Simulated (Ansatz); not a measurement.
# RbVS3 (model cell, started as cubic perovskite with V in the octahedra): a soft mode frozen in

Aim: this structure of RbVS3 (model cell, started as cubic perovskite with V in the octahedra) is to be tested for unstable modes, and one is followed downhill.

Calculated with Ansatz 0.2.0; DFT PBEsol, scalar-relativistic, plane waves, PAW; PAW set soft_1.

The structure was built from a prototype and need not be the compound's stable phase.

**1. Set-up**

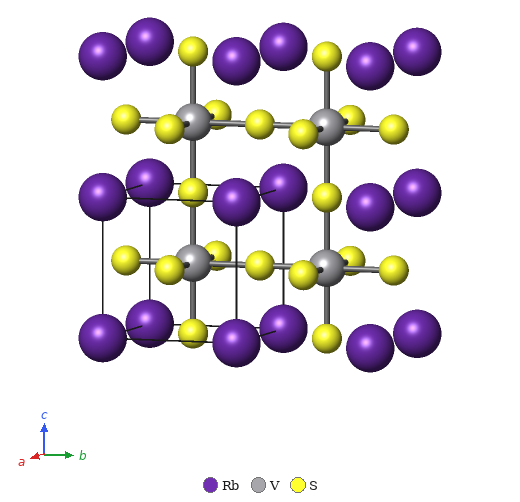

The cell as given, slightly off an axis (rubidium purple, vanadium grey, sulfur yellow). 1×2×2 cells are drawn. Some periodic images of atoms are drawn too.

Structure file:

```cif
data_structure
_symmetry_space_group_name_H-M 'Pm-3m'
_symmetry_Int_Tables_number 221
_cell_length_a 4.6427
_cell_length_b 4.6427
_cell_length_c 4.6427
_cell_angle_alpha 90.000
_cell_angle_beta 90.000
_cell_angle_gamma 90.000
_cell_volume 100.07
loop_
_atom_site_label
_atom_site_type_symbol
_atom_site_symmetry_multiplicity
_atom_site_Wyckoff_symbol
_atom_site_fract_x
_atom_site_fract_y
_atom_site_fract_z
_atom_site_occupancy
Rb1 Rb 1 a 0.00000 0.00000 0.00000 1
V1 V 1 b 0.50000 0.50000 0.50000 1
S1 S 3 c 0.50000 0.50000 0.00000 1
```

**2. Response at finite wavevector**

The cell comes from relaxations at this level that are not shown. Stability and thermal properties need the whole zone. Linear response on a 4×4×4 q mesh gives force constants as far as a supercell of that size would.

Contents of input.yaml:

```yaml
crystal:
  lattice:
    - [4.6426622666, 0.0, 0.0]
    - [0.0, 4.6426622666, 0.0]
    - [0.0, 0.0, 4.6426622666]
  atoms:
    - { symbol: Rb, position: [0.0, 0.0, 0.0] }
    - { symbol: V, position: [0.5, 0.5, 0.5] }
    - { symbol: S, position: [0.5, 0.5, 0.0] }
    - { symbol: S, position: [0.5, 0.0, 0.5] }
    - { symbol: S, position: [0.0, 0.5, 0.5] }
kpoints:
  mp_grid: { grid: [8, 8, 8] }
hamiltonian:
  xc: pbesol
  pseudopotentials: { kind: paw, azcp: { folder: soft_1 }, xc_functional: pbe }
scf:
  occupations: { method: methfessel_paxton, width: 0.2 }
output:
  eigenvalues: true
phonons:
  method: dfpt
  qmesh: [4, 4, 4]
  temperatures: { t_max: 1000, t_step: 50 }
  qpath:
    path:
      - [[0.0, 0.0, 0.0], [0.0, 0.5, 0.0], [0.5, 0.5, 0.0], [0.0, 0.0, 0.0], [0.5, 0.5, 0.5], [0.0, 0.5, 0.0]]
      - [[0.5, 0.5, 0.5], [0.5, 0.5, 0.0]]
    npoints: 10
```

Launch:

```console
$ ansatz run input.yaml --threads 4 --pin off --max-ram 16384MiB --backend cpu --events-out ev --progress --plain --runs-dir out
```

Numbers of over 12 decimals in the logs are rounded to 6 here.

The log of the run:

```text
Engine: ansatz 0.2.0, aarch64-unknown-linux-gnu
Pseudopotentials: kind: paw
Pseudopotential: Rb, paw, valence charge 9, recommended cutoff 420 eV (normal), soft_1/Rb.paw.azcp
Pseudopotential: V, paw, valence charge 13, recommended cutoff 420 eV (normal), soft_1/V.paw.azcp
Pseudopotential: S, paw, valence charge 6, recommended cutoff 420 eV (normal), soft_1/S.paw.azcp
Functional definition: PBEsol
  exchange = pbesol_x
  correlation = pbesol_c
Crystal: 5 atoms, lattice volume = 100.069 Å³
Basis set: ecut = 420 eV, 1935 PW (Γ), exchange–correlation on 64×64×64 points (8 copies of the dense FFT grid, shifted against one another)
Bands: 25, of which v1, the nominal top of the filled ones, is band 20 counted from 1 (19 counted from 0)
Symmetry: 48 space group operations
k-points: 35 of 512
Non-local potential: Rb, projectors of the file, l = 0: 3, l = 1: 2, l = 2: 2
Non-local potential: V, projectors of the file, l = 0: 3, l = 1: 2, l = 2: 3, l = 3: 1
Non-local potential: S, projectors of the file, l = 0: 2, l = 1: 2, l = 2: 1
PAW form: soft (Blöchl's): semilocal exchange-correlation on the pseudo side does not see the compensation charge
PAW frozen core: Rb, regenerated for the run's functional, and the local potential with it (the file was generated under x = pbe(κ = 0.804, μ = 0.219515), c = pbe(β = 0.066725))
PAW frozen core: V, regenerated for the run's functional, and the local potential with it (the file was generated under x = pbe(κ = 0.804, μ = 0.219515), c = pbe(β = 0.066725))
PAW frozen core: S, regenerated for the run's functional, and the local potential with it (the file was generated under x = pbe(κ = 0.804, μ = 0.219515), c = pbe(β = 0.066725))
PAW one-centre angular grid: Rb, 110 points (default); XC on 64 Gauss nodes
PAW one-centre angular grid: V, 590 points (default); XC on 64 Gauss nodes
PAW one-centre angular grid: S, 110 points (default); XC on 64 Gauss nodes
Initial density: superposition of atomic densities (chi_scale 0.1, normalization cell, long waves kept (reshape's long-wave potential 0.00 eV rms))
Initial wavefunctions: pseudopotential atomic-orbital guess
Functional: x = pbesol(κ = 0.804, μ = 0.123457), c = pbesol(β = 0.046)
SCF iter   1: F=—  HF=-8761.341533 eV  |F-HF|=—  |Δ(HF+E_count)|=         —  Δρ=3.31e-2  dr2=1.73e0  ethr=3.10e-3  ⟨swp⟩=8.6  Hψ=9904  notcnv=0  defer=3
automatic band count: the SCF goes on with 30 bands, as 25 were too few: the levels above may hold too much charge
preconditioner: auto → Kerker (q_TF=auto, 2.342 Å⁻¹)  [metal: Δε(μ)=0.080 eV  Ē_g=10.390 eV  σ=0.200 eV  W_gap=0.33  n_scr=18 (ndim 8)  ℏωp=20.3 eV  f_vac=0.000  D(μ)=2.51/eV (n_scr^D=18)]
SCF iter   2: F=—  HF=-8761.015584 eV  |F-HF|=—  |Δ(HF+E_count)|=   3.26e-1  S|Δr|=    0.00e0  Δρ=1.94e-2  dr2=6.50e-1  ethr=3.10e-3  ⟨swp⟩=2.2  Hψ=1563  notcnv=0  defer=35
SCF iter   3: F=—  HF=-8760.830547 eV  |F-HF|=—  |Δ(HF+E_count)|=   1.85e-1  S|Δr|=    0.00e0  Δρ=5.26e-3  dr2=4.20e-2  ethr=1.62e-3  ⟨swp⟩=2.7  Hψ=1807  notcnv=0  defer=35
SCF iter   4: F=—  HF=-8760.827501 eV  |F-HF|=—  |Δ(HF+E_count)|=   3.05e-3  S|Δr|=    0.00e0  Δρ=1.94e-3  dr2=7.67e-3  ethr=1.05e-4  ⟨swp⟩=1.3  Hψ=1063  notcnv=0  defer=36
SCF iter   5: F=—  HF=-8760.825664 eV  |F-HF|=—  |Δ(HF+E_count)|=   1.84e-3  S|Δr|=    0.00e0  Δρ=6.68e-4  dr2=6.66e-4  ethr=1.92e-5  ⟨swp⟩=2.1  Hψ=1415  notcnv=0  defer=37
SCF iter   6: F=—  HF=-8760.825600 eV  |F-HF|=—  |Δ(HF+E_count)|=   6.45e-5  S|Δr|=    0.00e0  Δρ=1.02e-4  dr2=1.57e-5  ethr=1.67e-6  ⟨swp⟩=2.1  Hψ=1412  notcnv=0  defer=38
SCF iter   7: F=—  HF=-8760.825607 eV  |F-HF|=—  |Δ(HF+E_count)|=   7.84e-6  S|Δr|=    0.00e0  Δρ=3.18e-5  dr2=2.63e-6  ethr=3.92e-8  ⟨swp⟩=2.2  Hψ=1571  notcnv=0  defer=38
SCF iter   8: F=—  HF=-8760.825599 eV  |F-HF|=—  |Δ(HF+E_count)|=   7.99e-6  S|Δr|=    0.00e0  Δρ=8.50e-6  dr2=1.41e-7  ethr=6.58e-9  ⟨swp⟩=2.4  Hψ=1591  notcnv=0  defer=51
SCF iter   9: F=—  HF=-8760.825600 eV  |F-HF|=—  |Δ(HF+E_count)|=   4.51e-8  S|Δr|=    0.00e0  Δρ=2.84e-6  dr2=1.16e-8  ethr=3.52e-10  ⟨swp⟩=2.8  Hψ=1672  notcnv=0  defer=51
SCF iter  10: F=—  HF=-8760.825600 eV  |F-HF|=—  |Δ(HF+E_count)|=   7.28e-9  S|Δr|=    0.00e0  Δρ=6.66e-7  dr2=4.94e-10  ethr=2.91e-11  ⟨swp⟩=2.0  Hψ=1427  notcnv=0  defer=51
[...]
SCF 1 converged in 12 iterations: F = -8760.825600 eV  dr2 = 6.88e-13
  greatest PAW one-centre occupation: 1.000 electrons in one spin orbital (limit 2), on the V atom at site 1 (counted from 0), in its partial waves of l = 0
Initial density: read from a saved state, or passed on in memory by an earlier SCF of this step, an earlier step, the calling program or the single point that the run made first
iter 1 solved again at ethr=2.06e-6 eV; its pass at ethr=3.10e-3 eV (dr2=8.24e-4 eV) is discarded
SCF iter   1: F=—  HF=-8760.825599 eV  |F-HF|=—  |Δ(HF+E_count)|=         —  Δρ=3.22e-6  dr2=1.89e-8  ethr=2.06e-6  ⟨swp⟩=3.2  Hψ=6714  notcnv=0
eigensolver tolerance schedule: the retry pair's looser diagonalisation over-reported the residual by 43658.75 of it (diagonalisation noise at an unbounded share of the residual, at the tolerance the schedule requests for it); recorded, not acted on — ethr = c·dr2/N_el stays at c = 1.0e-1
preconditioner: auto → Kerker (q_TF=auto, 2.342 Å⁻¹)  [metal: Δε(μ)=0.033 eV  Ē_g=7.483 eV  σ=0.200 eV  W_gap=0.14  n_scr=18 (ndim 8)  ℏωp=20.3 eV  f_vac=0.000  D(μ)=4.79/eV (n_scr^D=32)]
SCF iter   2: F=—  HF=-8760.825600 eV  |F-HF|=—  |Δ(HF+E_count)|=   7.97e-7  S|Δr|=    0.00e0  Δρ=1.68e-6  dr2=4.78e-9  ethr=4.72e-11  ⟨swp⟩=4.1  Hψ=2717  notcnv=0
SCF iter   3: F=—  HF=-8760.825600 eV  |F-HF|=—  |Δ(HF+E_count)|=  1.95e-10  S|Δr|=    0.00e0  Δρ=1.07e-6  dr2=2.02e-9  ethr=1.20e-11  ⟨swp⟩=1.0  Hψ=876  notcnv=0
SCF iter   4: F=—  HF=-8760.825600 eV  |F-HF|=—  |Δ(HF+E_count)|=  1.11e-10  S|Δr|=    0.00e0  Δρ=5.45e-7  dr2=5.37e-10  ethr=5.04e-12  ⟨swp⟩=1.0  Hψ=876  notcnv=0
SCF iter   5: F=—  HF=-8760.825600 eV  |F-HF|=—  |Δ(HF+E_count)|=  1.64e-11  S|Δr|=    0.00e0  Δρ=4.34e-7  dr2=3.42e-10  ethr=1.34e-12  ⟨swp⟩=1.3  Hψ=884  notcnv=0
SCF iter   6: F=—  HF=-8760.825600 eV  |F-HF|=—  |Δ(HF+E_count)|=  9.09e-12  S|Δr|=    0.00e0  Δρ=3.33e-7  dr2=2.01e-10  ethr=1.00e-12  ⟨swp⟩=1.0  Hψ=875  notcnv=0
SCF iter   7: F=—  HF=-8760.825600 eV  |F-HF|=—  |Δ(HF+E_count)|=  9.09e-12  S|Δr|=    0.00e0  Δρ=2.13e-7  dr2=8.34e-11  ethr=1.00e-12  ⟨swp⟩=1.0  Hψ=875  notcnv=0
SCF iter   8: F=—  HF=-8760.825600 eV  |F-HF|=—  |Δ(HF+E_count)|=    0.00e0  S|Δr|=    0.00e0  Δρ=1.73e-7  dr2=5.50e-11  ethr=1.00e-12  ⟨swp⟩=1.0  Hψ=875  notcnv=0
[...]
WARN: eigensolver did not converge in 6 slots of this pass, the one above among them; of largest residual over every band (k=8): 1 band(s) unlocked (lowest unlocked band 29, counted from 0; max residual 1.09e-2 eV among the unlocked bands, 1.09e-2 eV over every band); of lowest unlocked band (k=8): band 29
NSCF: frozen V_eff on 125 k-points
DFPT response loops at q = (0, 0, 0) (fractional): preconditioner auto → Kerker (q_TF=auto, 2.342 Å⁻¹) (partly filled bands, converged f_vac=0.000); β = 1.00, the filter's whole step (`scf.mixing.beta` (0.50) is not read by the response loops under this deck's `scf.mixing.preconditioner`; to damp them name `kerker` or `kerker_dos`, under which they read `scf.mixing.beta`, and type it under 1.00, their step now; both keys bind the ground state too); Broyden in place of MSR1
NSCF: frozen V_eff on 400 k-points
DFPT response loops at q = (0, 0, 0.25) (fractional): mixed as the last ones told, above
NSCF: frozen V_eff on 250 k-points
DFPT response loops at q = (0, 0, -0.5) (fractional): mixed as the last ones told, above
NSCF: frozen V_eff on 640 k-points
DFPT response loops at q = (0, 0.25, 0.25) (fractional): mixed as the last ones told, above
NSCF: frozen V_eff on 400 k-points
DFPT response loops at q = (0, 0.25, -0.5) (fractional): mixed as the last ones told, above
NSCF: frozen V_eff on 250 k-points
DFPT response loops at q = (0, -0.5, -0.5) (fractional): mixed as the last ones told, above
NSCF: frozen V_eff on 1024 k-points
DFPT response loops at q = (0.25, 0.25, 0.25) (fractional): mixed as the last ones told, above
NSCF: frozen V_eff on 640 k-points
DFPT response loops at q = (0.25, 0.25, -0.5) (fractional): mixed as the last ones told, above
NSCF: frozen V_eff on 400 k-points
DFPT response loops at q = (0.25, -0.5, -0.5) (fractional): mixed as the last ones told, above
NSCF: frozen V_eff on 250 k-points
DFPT response loops at q = (-0.5, -0.5, -0.5) (fractional): mixed as the last ones told, above
SCF converged after 12 iterations
Stability not checked: this state was not tested for a lower state beside it, because cold or Methfessel-Paxton smearing, or corrected tetrahedra, fill the levels in a way that the test cannot read (fill_not_monotonic; see scf.lower_state_search)
Free energy (F): -8760.825600 eV
Harris-Foulkes:  -8760.825600 eV  (|F-HF|=1.82e-12)
Internal energy: -8760.802918 eV  (E = F + TS)
E sigma→0 (E₀):  -8760.819929 eV
Entropy (-TS):   -0.022681 eV (-4.536 meV/atom)
Fermi energy:    7.811124 eV
--- Per-component energies (eV) ---
  E_band       = -282.984239
  E_kinetic    = 794.759312
  E_local      = -2463.805174  (includes V_loc(G=0)·N_el)
  E_nonlocal   = 373.797746
  E_hartree    = 907.805341
  E_xc         = -502.004406
  E_vxc        = -522.795356  (∫ρ·V_xc dr)
  E_paw        = -5448.133334  (= ΣΔE_a)
  E_vpaw       = -280.552452  (= ΣTr[D̂ρ^β])
  E_aug_tail   = 0.001026  (compensation charges beyond the density's cutoff)
  E_ewald      = -2423.682627
  E_core_change = 0.459199  (= ΣΔE_core)
  E_smearing   = -0.022681  (= −TS)
  E_closure    = -0.000000  (closes the sum)
  Σ components = -8760.825600   (vs F -8760.825600, Δ=0.00e0)
--- Band table (eV; the first three rows and the last of 35) ---
  k-point 0: bands = [... 16 lower, 6.6263, 6.9190, 6.9190, 6.9190, 7.7116, 7.7116, 7.7116, 8.2491, ... 6 higher]
  k-point 1: bands = [... 16 lower, 6.4906, 6.9266, 7.0513, 7.1868, 7.1868, 7.9185, 7.9185, 8.2609, ... 6 higher]
  k-point 2: bands = [... 16 lower, 6.2013, 6.2302, 6.9450, 7.2162, 7.2162, 8.2806, 8.4113, 8.4113, ... 6 higher]
  k-point 34: bands = [... 16 lower, 3.8591, 8.1892, 8.1892, 8.1892, 9.0275, 9.0275, 9.0275, 12.8168, ... 6 higher]
--- Phonons (Γ-DFPT): 4 representative perturbations + reference (Σ response iterations 12) ---
  ASR residual: 2.390e-5 → 0.000e0 eV/Å²; symmetrization residual: 3.229e-6 eV/Å²
  ASR residual per site (eV/Å²): 7.80e-6 1.19e-5 2.39e-5 2.39e-5 2.39e-5
  Γ frequencies (cm⁻¹): -76.42 -76.42 -76.42 0.00 0.00 0.00 126.27 126.27 126.27 147.82 147.82 147.82 303.10 303.10 303.10
--- Phonons (arbitrary-q DFPT): 10 irreducible q on the 4×4×4 mesh ---
  q = [0.0000, 0.0000, 0.0000] (star 1, of the zone-centre solve; hermiticity 8.18e-7, symmetrization 1.92e-12): -76.42 -76.42 -76.42 -0.00 -0.00 0.00 126.27 126.27 126.27 147.82 147.82 147.82 303.10 303.10 303.10
  q = [0.0000, 0.0000, 0.2500] (star 6, 9 solved perturbations in 1560 linear systems a pass and spin channel, the states on 200 of 512 k-point pairs; hermiticity 5.22e-7, symmetrization 4.36e-13): -149.34 -73.18 -73.18 55.90 55.90 80.38 124.76 124.76 143.35 146.69 167.38 167.38 296.78 296.78 311.15
  q = [0.0000, 0.0000, -0.5000] (star 3, 9 solved perturbations in 975 linear systems a pass and spin channel, the states on 125 of 512 k-point pairs; hermiticity 5.01e-7, symmetrization 4.88e-9): -84.20 -84.20 87.29 87.29 98.48 111.70 111.70 164.01 166.79 191.00 191.00 194.37 285.10 285.10 338.41
  q = [0.0000, 0.2500, 0.2500] (star 12, 9 solved perturbations in 2460 linear systems a pass and spin channel, the states on 320 of 512 k-point pairs; hermiticity 1.81e-6, symmetrization 2.86e-13): -137.39 -98.35 -75.29 61.02 78.34 94.11 131.95 140.12 144.88 150.26 169.97 195.23 286.24 290.00 332.87
  q = [0.0000, 0.2500, -0.5000] (star 12, 15 solved perturbations on 200 of 512 k-point pairs; hermiticity 7.97e-7, symmetrization 1.13e-7): -130.84 -85.85 80.78 81.82 91.32 131.17 148.85 149.72 170.54 187.91 196.39 220.70 250.22 276.96 358.03
  q = [0.0000, -0.5000, -0.5000] (star 3, 9 solved perturbations in 975 linear systems a pass and spin channel, the states on 125 of 512 k-point pairs; hermiticity 7.93e-7, symmetrization 1.67e-7): -114.36 -95.09 80.15 80.15 95.75 108.93 174.79 174.79 184.34 184.34 193.88 193.88 238.53 260.54 379.37
  q = [0.2500, 0.2500, 0.2500] (star 8, 4 solved perturbations in 1376 linear systems a pass and spin channel, the states on 512 of 512 k-point pairs; hermiticity 1.31e-6, symmetrization 3.05e-13): -81.54 -81.54 -34.41 74.17 74.17 99.02 128.56 128.56 130.93 190.93 197.26 197.26 283.47 283.47 355.77
  q = [0.2500, 0.2500, -0.5000] (star 12, 9 solved perturbations in 2460 linear systems a pass and spin channel, the states on 320 of 512 k-point pairs; hermiticity 1.10e-6, symmetrization 1.18e-7): -93.38 -66.18 84.05 88.65 88.81 122.10 125.17 135.76 189.99 198.04 221.76 222.34 228.35 264.40 380.64
  q = [0.2500, -0.5000, -0.5000] (star 6, 9 solved perturbations in 1560 linear systems a pass and spin channel, the states on 200 of 512 k-point pairs; hermiticity 4.82e-7, symmetrization 1.28e-7): -167.16 -76.38 85.43 85.43 92.67 107.85 128.81 128.81 195.38 195.38 222.68 222.68 222.76 240.28 401.73
  q = [-0.5000, -0.5000, -0.5000] (star 1, 4 solved perturbations in 350 linear systems a pass and spin channel, the states on 125 of 512 k-point pairs; hermiticity 4.22e-7, symmetrization 3.43e-8): -248.34 -248.34 89.74 89.74 89.74 107.71 107.71 107.71 189.31 189.31 189.31 241.33 241.33 241.33 416.63
  sum rule: each row above includes the acoustic sum rule's correction from the zone centre's row sums; it moved no ω² by more than (0.45 cm⁻¹)²
  mesh force constants: q→R imaginary residual 6.12e-19; ASR residual 2.390e-5 → 0.000e0 eV/Å²; symmetrization residual 1.599e-14 eV/Å²
  interpolated dispersion: 62 rows × 15 modes
  density of states and harmonic sums: on the 16×16×16 q-mesh, interpolated from the force constants of a 4×4×4 supercell (no non-analytic term)
  largest difference from the sums on the solved wave vectors: F 7.69e-2 eV, S 1.03e-4 and C_V 2.80e-5 eV/K
  zero-point energy: 0.138016 eV/cell   skipped modes (ω ≤ 0): 365, of them read as no rigid motion or as one in doubt: 362 (2.167e0 modes/cell left out, lowest -248.34 cm⁻¹)   left out of the sums: 1.44e-1 of the cell's modes: C_V's classical limit lies that fraction below 3 k_B per atom; for a crystal, a wire or a layer, F and S can be off by more, and a phonons.interpolated_qmesh denser along its periods is the remedy for the sampling
```

Wall time 15 min (4 threads of Arm Neoverse V1, shared host); peak memory 3.1 GiB.

Numbers from this step:

```
volume per atom                                         : 20.01 Å³
gap on the k-mesh                                       : 0 eV
sum-rule residual before enforcement                    : 2.39e-5 eV/Å²
lowest frequency on the path                            : -248.3 cm⁻¹
point group                                             : m-3m
highest frequency on the path or at a solved wavevector : 416.6 cm⁻¹
highest optical mode at the zone centre (no LO-TO term) : 303.1 cm⁻¹
lowest optical zone-centre mode                         : -76.42 cm⁻¹
lowest mode on the q mesh (acoustic modes at Γ apart)   : -248.3 cm⁻¹
```

Frequencies (cm⁻¹) solved at each irreducible wavevector; negative means imaginary. Frequencies by wavevector, by row:

```csv
q in reciprocal lattice units,star,mode 1,mode 2,mode 3,mode 4,mode 13,mode 14,mode 15
0 0 0,1,-76.4,-76.4,-76.4,0,303.1,303.1,303.1
0 0 0.25,6,-149.3,-73.2,-73.2,55.9,296.8,296.8,311.1
0 0 -0.5,3,-84.2,-84.2,87.3,87.3,285.1,285.1,338.4
0 0.25 0.25,12,-137.4,-98.3,-75.3,61,286.2,290,332.9
0 0.25 -0.5,12,-130.8,-85.8,80.8,81.8,250.2,277,358
0 -0.5 -0.5,3,-114.4,-95.1,80.2,80.2,238.5,260.5,379.4
0.25 0.25 0.25,8,-81.5,-81.5,-34.4,74.2,283.5,283.5,355.8
0.25 0.25 -0.5,12,-93.4,-66.2,84,88.7,228.3,264.4,380.6
0.25 -0.5 -0.5,6,-167.2,-76.4,85.4,85.4,222.8,240.3,401.7
-0.5 -0.5 -0.5,1,-248.3,-248.3,89.7,89.7,241.3,241.3,416.6
```

Interpolated from a 4×4×4 q mesh. The phonon branches at the labelled points (cm⁻¹):

```csv
point,branch 1,branch 2,branch 3,branch 4,branch 12,branch 13,branch 14,branch 15
Γ,-76,-76,-76,0,148,303,303,303
X,-84,-84,87,87,194,285,285,338
M,-114,-95,80,80,194,238,260,379
Γ,-76,-76,-76,0,148,303,303,303
R,-248,-248,90,90,241,241,241,417
X,-84,-84,87,87,194,285,285,338
jump to R,-248,-248,90,90,241,241,241,417
M,-114,-95,80,80,194,238,260,379
```

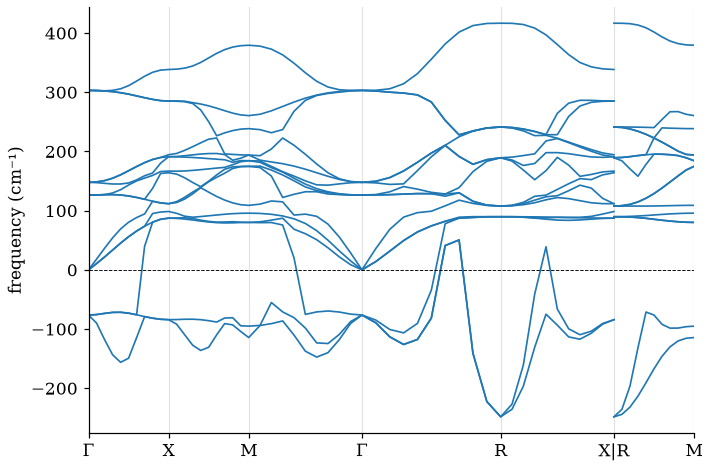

Phonon branches along the path.

Symmetry leaves 10 wavevectors to solve. The lowest mode among them, the acoustic zeros apart, lies at q = (-0.5, -0.5, -0.5) and is imaginary, 248.3i cm⁻¹, so the energy falls along it.

(Continued in part 2 of 2.)

[Logs are printed without paths, hosts, clocks, repeated set-up lines and the standing remarks that a program may print on its own settings, such as how far it seeks lower states.]

[Hosts, paths, dates, database ids (printed as entryN), source tags and the programs' standing remarks are cut or masked in the printed files.]
